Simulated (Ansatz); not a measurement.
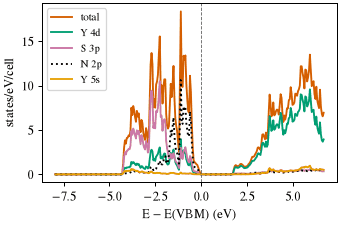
Figure: Total and projected density of states of Y₄S₃N₂ in space group C2/m (No. 12; Pearson symbol mS18), r²SCAN in the plane-wave PAW code Ansatz

Task: Which orbitals carry the states next to the gap?

Result: Top 1 eV of the valence band: N 2p 59 %, S 3p 21 %, Y 4d 16 %. Bottom 1 eV of the conduction band: Y 4d 81 %, S 3p 9 %, outside the projected shells 5 %. Projections are on Löwdin-orthogonalised atomic valence shells; empty p or d shells of many metals are not among them.

Task: Where is the tallest occupied peak in this window, and what makes it?

Result: Near -1.1 eV, about 18 states/eV per cell; the largest projected share is N 2p.

The workflow started from a Materials Project entry (that database holds measured and hypothetical structures alike); the Crystallography Open Database copy checked does not list it. Whether it is the stable phase at ambient conditions was not checked. Symmetry was held in the r²SCAN relaxation; its stability against distortions is not shown here. The run is not spin-polarised. Scalar-relativistic: spin–orbit coupling is off unless named, which matters more the heavier the elements.

Potentials: the later of the program's two PAW sets.
